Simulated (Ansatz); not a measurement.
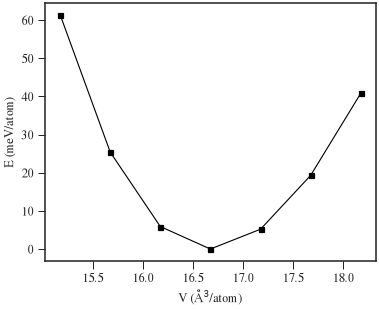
Figure. Ag (dhcp (α-La type), P6_3/mmc) under volume change, PBEsol in the plane-wave PAW code Ansatz, shape and atoms relaxed at each volume.

### Question
What does a third-order Birch–Murnaghan fit give for V₀, B₀ and B′?

### Answer
V₀ = 16.68 Å³/atom, B₀ = 118 GPa, B′ = 5.8.

The workflow started from a Materials Project entry (that database holds measured and hypothetical structures alike); the Crystallography Open Database files this formula in space group No. 194, but the cells were not matched. It is not the phase usual at ambient conditions (space group No. 225). The cell was relaxed with PBEsol under the symmetry of its start; whether a distortion lowers the energy is not shown. No spin polarisation was allowed.

Potentials: the later of the program's two PAW sets.
